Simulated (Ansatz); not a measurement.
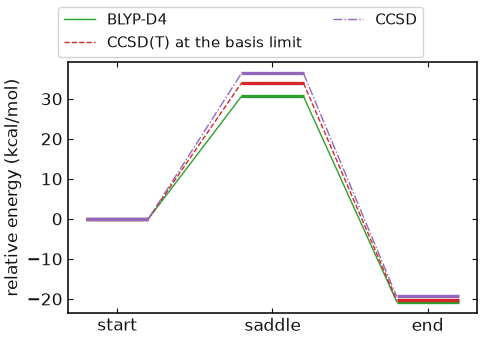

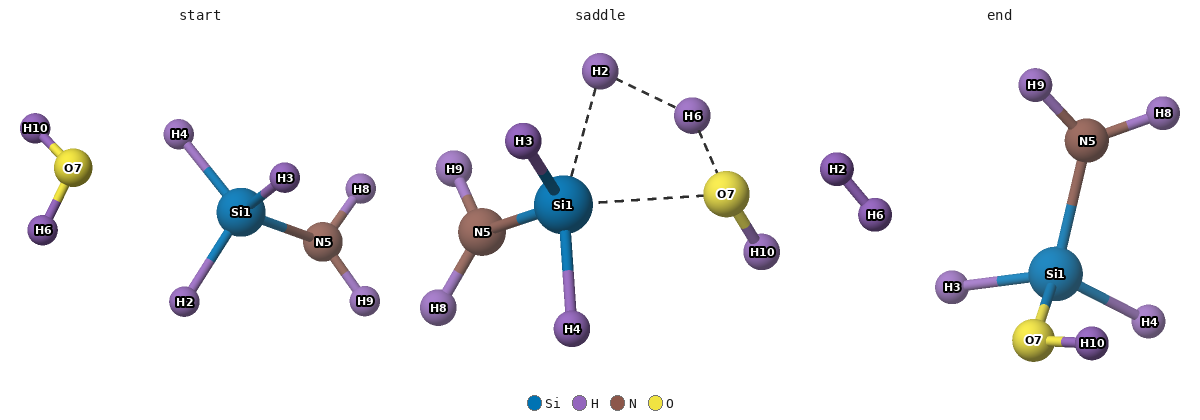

One elementary step of SiNH₇O: start, first-order saddle point (changing pairs dashed) and end. Electronic energies at PBE0-D4/def2-TZVP geometries, energies in def2-TZVPP, the Ansatz code; cores frozen in correlated methods, no zero-point terms. Start and end are the structures at the ends of the path (complexes, where there are several molecules). The limit is the MP2 basis limit plus CCSD(T) less MP2 in triple zeta. Lines between the levels only guide the eye.

In the step Si1–O7 (3.07 → 1.87 → 1.65 Å) and H2–H6 (2.73 → 1.18 → 0.75 Å) form; Si1–H2 (1.49 → 1.75 → 3.92 Å) and H6–O7 (0.96 → 1.11 → 2.69 Å) break (lengths at start, saddle and end; changes of bond order aren't listed).

**Give the barriers and step energies (kcal/mol).**

```csv
level,barrier,reverse barrier,step energy
BLYP-D4,30.6,51.2,−20.7
CCSD(T) at the basis limit,33.9,54.2,−20.3
CCSD,36.3,55.7,−19.4
```
